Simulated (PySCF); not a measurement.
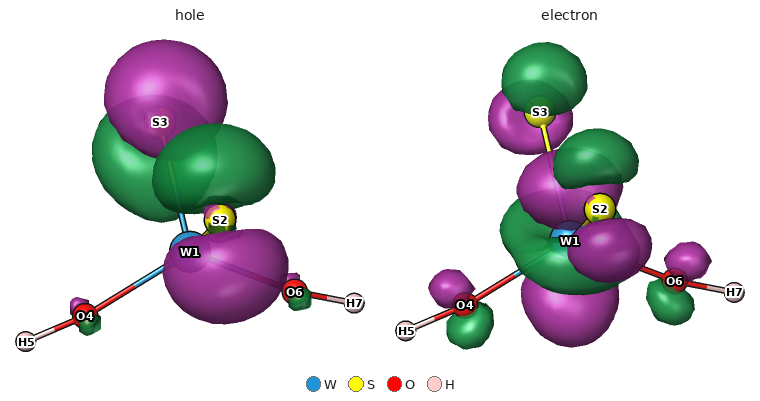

Figure. WS2(OH)2 (H₂O₂S₂W). Leading natural transition orbital pair of S₂ (TDA singlet states); the surfaces enclose about 70 % of each orbital's density.

Computed with PySCF, ωB97X/def2-SVPD, geometry: GFN2-xTB. Core potentials replace the inner electrons of W; spin–orbit coupling isn't included. This is a single-reference result, which may miss multireference character in this system. No frequency check shows the geometry to be a minimum. GFN2-xTB bond lengths at metals and heavier atoms can be off by up to 0.1 Å and shapes distorted, which carries into these values.

Input

```python
import numpy as np
from pyscf import gto, scf, dft, tdscf
from pyscf.scf import atom_ks, atom_hf
from scipy.linalg import block_diag

def solve(mol, dm0=None, hcore=None):
    mf = (dft.UKS if mol.spin else dft.RKS)(mol, xc='wb97x')
    mf.grids.level = 3
    mf = mf.density_fit(auxbasis='def2-universal-jkfit')
    mf.conv_tol, mf.max_cycle = 1e-8, 80
    if hcore is not None:
        mf.get_hcore = lambda *args: hcore
    mf.kernel(dm0)
    if not mf.converged:
        mf = mf.newton().run(mf.mo_coeff, mf.mo_occ, max_cycle=30)
    assert mf.converged, 'SCF not converged'
    return mf

mol = gto.M(atom='''
W     -0.00002    -0.21439    -0.00004
S      1.73072     1.12054    -0.00121
S     -1.73063     1.12061     0.00045
O      0.00115    -1.07600     1.61758
H      0.00325    -1.38034     2.53587
O     -0.00115    -1.07776    -1.61594
H     -0.00326    -1.38310    -2.53390
''', basis='def2-svpd', ecp={'W': 'def2-svpd'}, charge=0, spin=0, verbose=4)
mf = solve(mol)
td = mf.TDA()
td.nstates, td.singlet, td.conv_tol = 6, True, 1e-5
td.kernel()
td.analyze()
x, y = np.array([p[0] for p in td.xy]), np.array([p[1] + 0 * p[0] for p in td.xy])
f, mu = td.oscillator_strength(), td.transition_dipole()
nto = [td.get_nto(state=i + 1, verbose=4) for i in range(len(td.e))]
# spherically averaged free atoms, for the promolecule
atom_ks.AtomSphAverageRKS.init_guess_by_vsap = lambda self, mol=None: self.init_guess_by_minao(mol)  # core potentials
atm = atom_ks.get_atm_nrks(mol, xc='wb97x')
pro = block_diag(*[(atm[a[0]][2] * atm[a[0]][3]) @ atm[a[0]][2].T for a in mol._atom])
np.savez('result.npz', e=td.e, f=f, ok=td.converged, w=[n[0] for n in nto], nto=[n[1] for n in nto], x=x, y=y, c=mf.mo_coeff, occ=mf.mo_occ, eps=mf.mo_energy, pro=pro, mu=mu)
```

Command:

```sh
OMP_NUM_THREADS=1 python input.py
```

The run took 8.8 min on 1 thread of Arm Neoverse V1, on a shared host, peak memory 0.79 GiB.

Characterise the state.

3.20 eV (387 nm), f = 0.034, ligand-to-metal charge transfer; the leading pair carries 78 %; hole on S2 and S3 (42 % each) and W1 (12 %), electron on W1 (55 %) and S2 and S3 (17 % each) (shares are of the whole state, not of the leading pair alone); their centroids lie 0.7 Å apart. In canonical orbitals it is mainly HOMO → LUMO (77 %). The HOMO–LUMO gap is 8.12 eV.
